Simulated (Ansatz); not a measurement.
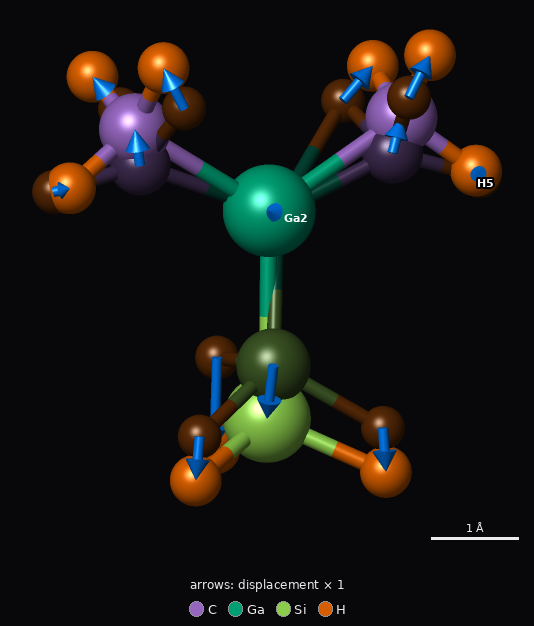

This is a relaxation of C2H9GaSi (coarse preliminary run). The starting structure is drawn faded, the final one solid; blue arrows show the displacements, at their true length. The two geometries are superimposed by the best rigid fit.

Style: ball-and-stick. Shown at a tilt.

The start comes from a force field.

These are results of RKS PBE-D4/def2-SVP in Ansatz, not measurements. Settings: force threshold 0.03 eV/Å; at most 200 steps.

**What did the optimiser do to the structure, and how much energy did it gain?**

An H atom moves most after the best rigid fit: 1.09 Å. By element the largest moves are H 1.09 Å, Si 0.68 Å, C 0.43 Å, Ga 0.24 Å. Among the contacts that change: Ga–Si 1.786 → 2.431 Å, Ga–H 1.929 → 2.571 Å, C–Ga 1.561 → 1.988 Å, H–Si 1.422 → 1.511 Å. Bond angles that change, for instance: Ga–C–H 147.0° → 113.2°, Ga–Si–H 80.7° → 109.4°, Ga–C–H 139.2° → 113.2°. Over 8 geometry steps the energy falls by 199.9 kcal/mol. The largest force component goes from 15 to 0.027 eV/Å. The run took 16 s on 4 threads of Arm Neoverse V1, with other jobs on the host.
